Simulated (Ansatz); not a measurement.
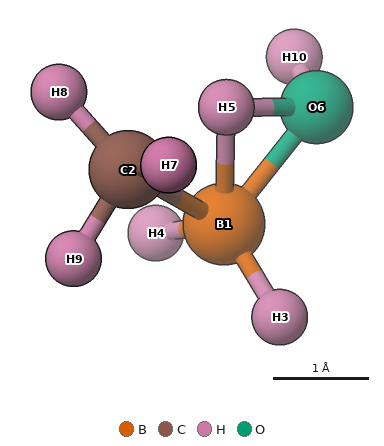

Fig. 1: The input geometry (ball-and-stick view, seen at a tilt; atoms are numbered from 1 in the order of the input).

**Saddle-point search of CH₇BO**

System: CH₇BO.
Method: RKS PBE0-D4/def2-TZVP (Ansatz 0.2.0).

The geometry is a guess of a transition state. The reaction was set up to form B1–O6 and C2–H5 and to break B1–C2 and H5–O6 (atoms counted from 1 in the order of the input); sticks are drawn by distance alone. Figures and captions count atoms from 1; the log counts them from 0 in places.

**The program's output**
```
Functional definition: PBE0
  name "PBE0"
  cite "Adamo & Barone, J. Chem. Phys. 110, 6158 (1999) doi:10.1063/1.478522"
  cite "Perdew, Burke & Ernzerhof, Phys. Rev. Lett. 77, 3865 (1996) doi:10.1103/PhysRevLett.77.3865"
  parent pbe
  parameter a = 0.25
  parameter kappa = 0.804
  parameter beta = 0.06672455060314922
  exchange = (1 - a)*pbe_x(kappa = kappa, mu = beta*pi^2/3) + a*exact_x
  correlation = pbe_c(beta = beta)
808 factors; their error is unknown
mean field evaluation 1: about -3863.5838 eV, gradient 5.7e1 eV
mean field evaluation 2: about -3860.5238 eV, gradient 6.9e1 eV
mean field evaluation 4: about -3870.1103 eV, gradient 3.4e0 eV
mean field evaluation 8: about -3870.1269 eV, gradient 3.7e-2 eV
mean field -3870.12688554 eV, -142.2245397774 hartree, gradient 1.4e-5 eV, S^2 0.000000; 0 other end points of the search recorded, 0 dependent functions left out
the calculation of the forces begins
reference -3870.12691333 eV, -142.2245407985 hartree; 13, 13 occupied and 122, 122 virtual orbitals, 808 factors
these checks for a lower state are left out or cut short: stability, starts, cluster_reference, orbital_swaps, neighbouring_geometries, increment
808 factors; their error is unknown
mean field evaluation 16: about -3870.1331 eV, gradient 7.3e-1 eV
mean field -3870.12832592 eV, -142.2245927105 hartree, gradient 3.0e-6 eV, S^2 0.000000; 0 other end points of the search recorded, 0 dependent functions left out
[... from here on the field's lines of each further geometry are left out, up to the last ...]
saddle step   1: F+E_penalty+E_count = -3870.22301979 eV  max|allowed force component| = 2.893e-1 eV/Å  curvature = -12.2386 eV/Å²  mode residual = 3.69e-1 eV/Å²  Δτ_max = 0.0000 Å  (1 rotations, 3 force calls, 67 SCF iters)  cluster: 3 rotations left out, max|force component along them| = 1.023e-7 eV/Å
saddle step   2: F+E_penalty+E_count = -3870.23014191 eV  max|allowed force component| = 8.898e-2 eV/Å  curvature = -12.3353 eV/Å²  mode residual = 2.98e-1 eV/Å²  Δτ_max = 0.0115 Å  (1 rotations, 3 force calls, 73 SCF iters)  cluster: 3 rotations left out, max|force component along them| = 7.264e-8 eV/Å
saddle step   3: F+E_penalty+E_count = -3870.23051590 eV  max|allowed force component| = 3.550e-2 eV/Å  curvature = -12.2800 eV/Å²  mode residual = 2.55e-1 eV/Å²  Δτ_max = 0.0060 Å  (1 rotations, 3 force calls, 73 SCF iters)  cluster: 3 rotations left out, max|force component along them| = 7.096e-8 eV/Å
saddle step   4: F+E_penalty+E_count = -3870.23065930 eV  max|allowed force component| = 2.576e-2 eV/Å  curvature = -12.2737 eV/Å²  mode residual = 1.47e-1 eV/Å²  Δτ_max = 0.0024 Å  (1 rotations, 3 force calls, 73 SCF iters)  cluster: 3 rotations left out, max|force component along them| = 7.174e-8 eV/Å
saddle step   5: F+E_penalty+E_count = -3870.23066374 eV  max|allowed force component| = 1.903e-2 eV/Å  curvature = -12.2694 eV/Å²  mode residual = 1.41e-1 eV/Å²  Δτ_max = 0.0005 Å  (1 rotations, 3 force calls, 73 SCF iters)  cluster: 3 rotations left out, max|force component along them| = 7.196e-8 eV/Å
the calculation of the forces begins
reference -3870.13471247 eV, -142.2248274118 hartree; 13, 13 occupied and 122, 122 virtual orbitals, 808 factors
808 factors; their error is unknown
mean field evaluation 224: about -3870.1346 eV, gradient 1.1e-4 eV
mean field -3870.13455166 eV, -142.2248215020 hartree, gradient 1.1e-5 eV, S^2 0.000000; 1 other end points of the search recorded, 0 dependent functions left out
the calculation of the forces begins
reference -3870.13457936 eV, -142.2248225200 hartree; 13, 13 occupied and 122, 122 virtual orbitals, 808 factors
saddle step   6: F+E_penalty+E_count = -3870.23066942 eV  max|allowed force component| = 4.824e-3 eV/Å  curvature = -12.2155 eV/Å² (error put at 0.0085; -12.2238 at half of saddle.amplitude)  mode residual = 9.29e-2 eV/Å²  Δτ_max = 0.0009 Å  (1 rotations, 13 force calls, 283 SCF iters)  cluster: 3 rotations left out, max|force component along them| = 7.248e-8 eV/Å
Total energy: -3870.23069712 eV, -142.2283547828 hartree
Atom 0 at    -0.304275    -0.756851     0.100354 Å, force     0.000800     0.001965     0.001794 eV/Å
Atom 1 at     0.869997     0.487398    -0.360319 Å, force     0.001947     0.002473    -0.002046 eV/Å
Atom 2 at    -0.407439    -1.509191    -0.824359 Å, force    -0.000637    -0.000164    -0.000911 eV/Å
Atom 3 at     0.029197    -1.194079     1.167677 Å, force     0.000603    -0.000984     0.001140 eV/Å
Atom 4 at    -0.469825     0.640830    -0.046345 Å, force     0.004122     0.001145     0.001440 eV/Å
Atom 5 at    -1.586270     0.156828     0.216114 Å, force    -0.001533     0.001161    -0.001646 eV/Å
Atom 6 at     0.807813     0.934820    -1.355052 Å, force     0.001246    -0.003000     0.002811 eV/Å
Atom 7 at     1.216808     1.228463     0.365866 Å, force    -0.001897    -0.002176    -0.002675 eV/Å
Atom 8 at     1.643443    -0.282574    -0.407072 Å, force    -0.004824     0.002422     0.000291 eV/Å
Atom 9 at    -1.799347     0.294457     1.143035 Å, force     0.000173    -0.002842    -0.000198 eV/Å
Dipole moment:     0.132985     0.355553     0.226603 e Å
```

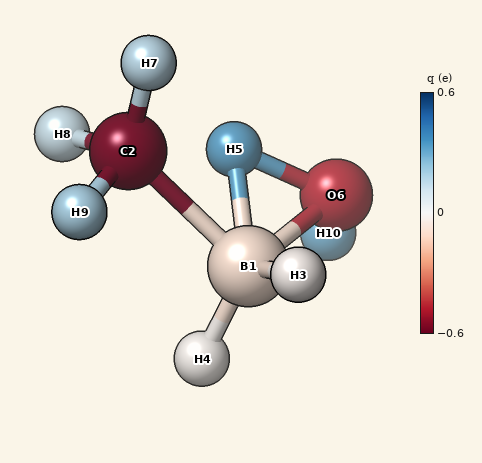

Fig. 2: Mulliken charges, as the colour of each atom (ball-and-stick view, seen at a tilt; atoms are numbered from 1 in the order of the input). By element: B −0.09, C −0.58, H −0.03 to +0.35 and O −0.47 e.

This output came from the following input.

**Input**
```yaml
crystal:
  periodic: [false, false, false]
  atoms:
    - {symbol: B, position_ang: [-0.310653, -0.757770, 0.101533]}
    - {symbol: C, position_ang: [0.865042, 0.489408, -0.358731]}
    - {symbol: H, position_ang: [-0.406343, -1.515531, -0.835702]}
    - {symbol: H, position_ang: [0.033104, -1.196856, 1.179883]}
    - {symbol: H, position_ang: [-0.467778, 0.646197, -0.047632]}
    - {symbol: O, position_ang: [-1.586899, 0.153981, 0.213439]}
    - {symbol: H, position_ang: [0.806897, 0.939308, -1.361643]}
    - {symbol: H, position_ang: [1.220293, 1.234602, 0.371287]}
    - {symbol: H, position_ang: [1.641113, -0.289574, -0.405910]}
    - {symbol: H, position_ang: [-1.794674, 0.296336, 1.143375]}
basis:
  gaussian: {orbitals: def2-TZVP}
hamiltonian: {xc: pbe0, dispersion: d4}
saddle:
  f_tol: 0.01
  max_steps: 50
  order_check: false
  mode_guess:
    - [-0.3843, -0.0128, 0.1011]
    - [-0.0374, 0.2041, -0.0237]
    - [0.0139, 0.0432, -0.0017]
    - [0.0225, 0.0243, -0.0099]
    - [0.7440, -0.1119, -0.1864]
    - [-0.1967, -0.2695, 0.0709]
    - [0.0504, 0.0795, -0.0525]
    - [0.0582, 0.0874, -0.0009]
    - [-0.2136, -0.0158, 0.0558]
    - [-0.0569, -0.0284, 0.0472]
```

**Key numbers**

```json
{"quantity": "outcome", "value": "converged"}
{"quantity": "total energy", "value": "−3870.2307 eV"}
{"quantity": "mean-field energy", "value": "−3870.1346 eV"}
{"quantity": "dispersion energy", "value": "−0.0961 eV"}
{"quantity": "largest force (length of the vector) at the end", "value": "0.005 eV/Å"}
{"quantity": "dipole moment", "value": "2.12 D"}
{"quantity": "hardware", "value": "2 CPU threads, shared host"}
{"quantity": "wall time", "value": "34 s (CPU time 63 s)"}
{"quantity": "peak memory", "value": "0.25 GiB"}
```

**Notes**

The order of the saddle point was not checked.
